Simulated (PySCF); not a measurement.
# AlHBr (SMILES [AlH][Br]): U-wB97X-V/STO-3G

Aim: the vertical ionisation energy of AlHBr at U-wB97X-V/STO-3G, from 2 runs. 

The results are computed with PySCF 2.14.0.

41 further runs of the same task are left out: 30 for a known fault of the program, 11 set aside as unsound or not needed.

**1. The molecule**

The species is AlHBr (3 atoms), meant as a doublet with charge 0. As SMILES, `[AlH][Br]`. The coordinates come from a PBE0-D4/def2-TZVP relaxation.

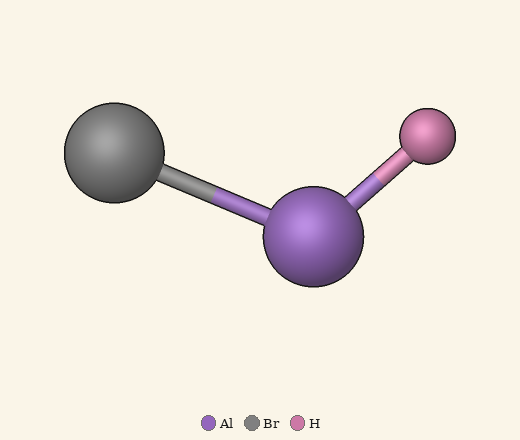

Viewed from a chosen angle; aluminium purple, bromine grey, hydrogen pink.

**2. A single-point energy at U-wB97X-V/STO-3G**

The input, input.py:

```python
from pyscf import gto, dft

mol = gto.M(
    atom='''
Al      -0.296700      -0.628000      -0.239100
Br       1.584500       0.008600       0.871100
H       -1.298900       0.554600      -0.645300
''',
    basis='sto-3g',
    max_memory=1860,
    verbose=3,
    spin=1,
)

mf = dft.UKS(mol, xc='wb97x-v')
mf.grids.level = 5
mf.nlcgrids.level = 1
mf.conv_tol = 1e-10
mf.kernel()
if not mf.converged:
    mf = mf.newton().run(mf.mo_coeff, mf.mo_occ)

energy = mf.e_tot
print('E(%s) = %.9f' % ('WB97X-V', energy))
```

Command:

```console
$ OMP_NUM_THREADS=1 python input.py
```

Standard output:

```text
WARN: HOMO -0.178027738510417 >= LUMO -0.178027738510416

converged SCF energy = -2785.88173955212  <S^2> = 0.75293458  2S+1 = 2.0029324
E(WB97X-V) = -2785.881739552
```

Wall time 13 s (1 thread of Arm Neoverse V2, shared host); peak memory 0.23 GiB.

**3. The singlet cation at the same level**

The input, calc.py:

```python
from pyscf import gto, dft

mol = gto.Mole()
mol.atom = '''
Al      -0.296700      -0.628000      -0.239100
Br       1.584500       0.008600       0.871100
H       -1.298900       0.554600      -0.645300
'''
mol.charge = 1
mol.max_memory = 1860
mol.basis = 'sto-3g'
mol.spin = 0
mol.verbose = 3
mol.build()

myscf = dft.RKS(mol, xc='wb97x-v')
myscf.conv_tol = 1e-10
myscf.nlcgrids.level = 1
myscf.grids.level = 5
myscf.kernel()
if not myscf.converged:
    myscf = myscf.newton().run(myscf.mo_coeff, myscf.mo_occ)

e_tot = myscf.e_tot
print(f'total energy: {e_tot:.8f} hartree')
```

Command:

```console
$ OMP_NUM_THREADS=1 python calc.py
```

Standard output:

```text
converged SCF energy = -2785.6894159751
total energy: -2785.68941598 hartree
```

Run time: 12 s. Hardware: 1 thread of Arm Neoverse V2, shared host; peak memory 0.22 GiB.

**4. What came out**

At U-wB97X-V/STO-3G:

| quantity | value |
| --- | --- |
| doublet AlHBr: total energy | -2785.88174 Eh |
| doublet AlHBr: dipole moment | 3.36 D |
| doublet AlHBr: HOMO energy (highest over α and β) | -4.53 eV |
| doublet AlHBr: LUMO energy (lowest over α and β) | 3.70 eV |
| doublet AlHBr: ⟨S²⟩ | 0.753 |
| singlet cation: total energy | -2785.68942 Eh |
| singlet cation: HOMO energy | -14.11 eV |
| singlet cation: LUMO energy | -5.79 eV |
| singlet cation: HOMO–LUMO gap | 8.33 eV |
| vertical ionisation energy (to the singlet cation) | 5.233 eV |

In words: The vertical ionisation energy comes to 5.23 eV (121 kcal/mol). Only the singlet of the ionised species was computed; a triplet could lie lower. In a minimal basis such a difference can be off by several eV, whatever the method.
